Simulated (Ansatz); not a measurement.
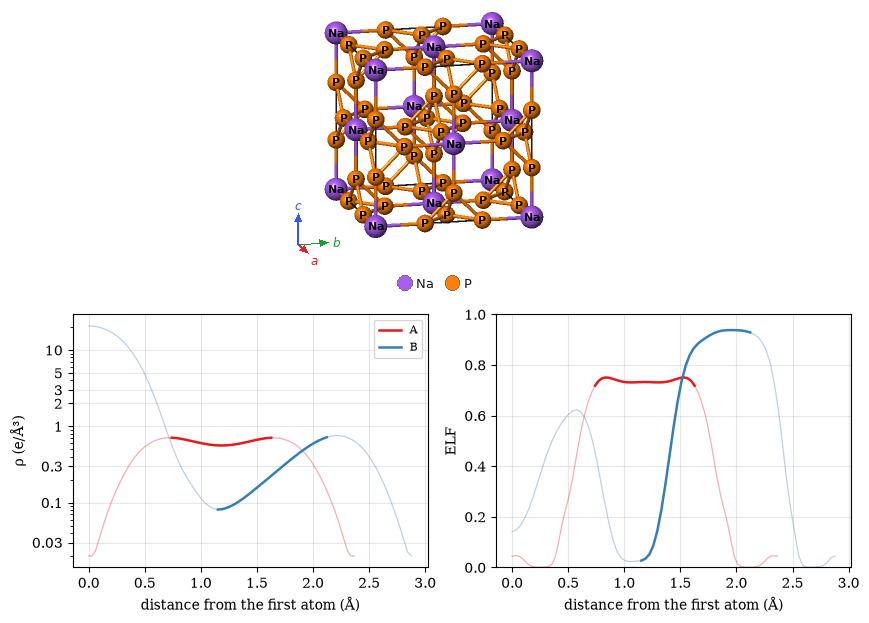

Figure. NaP6. Valence electron density and electron localisation function along straight lines between neighbouring atoms. Thin, pale parts lie inside the atomic spheres. The structure is drawn too.

Space group Fm-3m; a structure generated by program, which may or may not match a known phase; computed without spin polarisation.

All numbers below come from DFT PBE, scalar-relativistic, plane waves, PAW in Ansatz.

Core electrons are frozen (PAW), and the valence fields are smoothed inside the atomic spheres.

Input

```
crystal:
  lattice:
    - [0.0, 4.5575903619, 4.5575903619]
    - [4.5575903619, 0.0, 4.5575903619]
    - [4.5575903619, 4.5575903619, 0.0]
  atoms:
    - { symbol: Na, position: [0.0, 0.0, 0.0] }
    - { symbol: P, position: [0.683555715, 0.316444285, 0.316444285] }
    - { symbol: P, position: [0.316444285, 0.683555715, 0.683555715] }
    - { symbol: P, position: [0.316444285, 0.683555715, 0.316444285] }
    - { symbol: P, position: [0.683555715, 0.316444285, 0.683555715] }
    - { symbol: P, position: [0.316444285, 0.316444285, 0.683555715] }
    - { symbol: P, position: [0.683555715, 0.683555715, 0.316444285] }
basis:
  ecutwfc: 420
kpoints:
  mp_grid: { grid: [8, 8, 8] }
hamiltonian:
  xc: pbe
scf:
  occupations: { method: gaussian, width: 0.1 }
output:
  forces: true
  stress: true
  eigenvalues: true
  write_density: true
  write_potential: true
  elf: true
  volumetric_format: npy
relax:
  adjacent_minimum: "off"
  f_tol: 0.01
  max_steps: 80
  cell: { stress_tol: 0.05 }
```

Run with:

```sh
ansatz run input.yaml --threads 1 --pin off --max-ram 2048MiB --backend cpu --events-out ev --progress --plain --runs-dir out
```

Below, planes, directions and counts refer to the conventional cell (a = 9.10 Å, b = 9.10 Å, c = 9.10 Å, α = 90.00°, β = 90.00°, γ = 90.00°).

The fields are those of the relaxed geometry.

**Which curve belongs to which contact (Na–P and P–P)? The first atom named is at distance zero.**

Curve A: P–P (2.37 Å): ρ is about 0.56 e/Å³ halfway; the ELF peaks at about 0.75 between the atoms. Curve B: Na–P (2.88 Å): ρ is about 0.13 e/Å³ halfway; the ELF peaks at about 0.95 in the valence shell of P, 0.9 Å from its nucleus, and is about 0.55 at the midpoint.
